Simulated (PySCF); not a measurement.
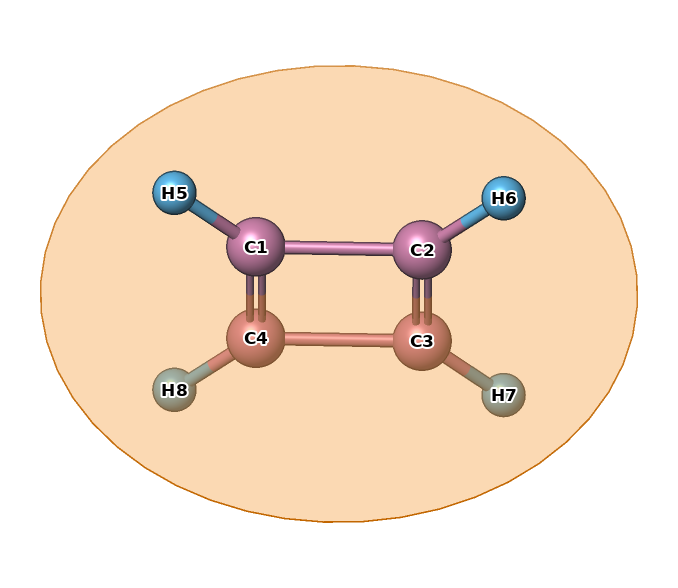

A disc through the centre of mass is drawn in. Distant atoms are faded towards the background colour. The geometry was computed by an optimisation with PBE0-D3(BJ)/def2-SVP. No frequency run is at hand to confirm it as a minimum.

Question: Is the plane of the disc a mirror plane of the structure?

Answer: Yes. The reflection leaves no atom in place and moves C1 ↔ C4; C2 ↔ C3; H5 ↔ H8; H6 ↔ H7. The point group is D2h.
